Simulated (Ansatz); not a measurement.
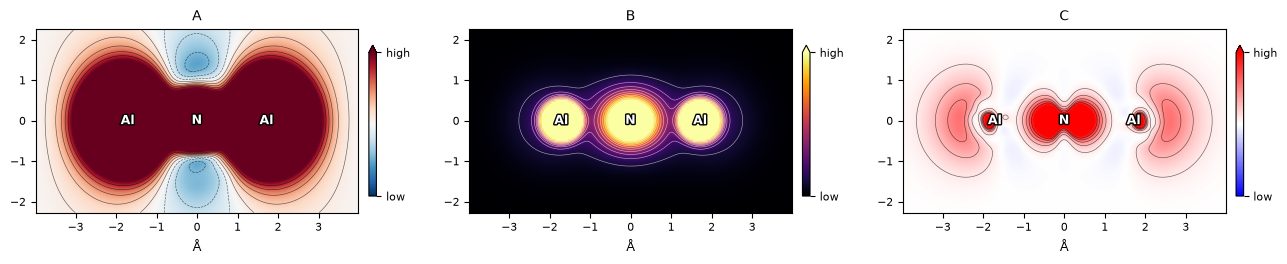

Al$_{2}$N (doublet): 3 fields on a plane that holds the molecular axis, with unlabelled colour scales.

Geometry: PBE0-D4/def2-TZVP.

Method: UKS PBE0-D4/def2-TZVP (Ansatz 0.2.0).

Which field does each panel show? The fields are: electron density, electrostatic potential and spin density.

Answer. Panel A: electrostatic potential (strongly positive close to the atoms, with negative regions outside electron-rich atoms). Panel B: electron density. Panel C: spin density (confined to the atoms that carry the unpaired spin). From the grid: Al–N (1.71 Å): ρ at the midpoint is about 0.89 e/Å³.
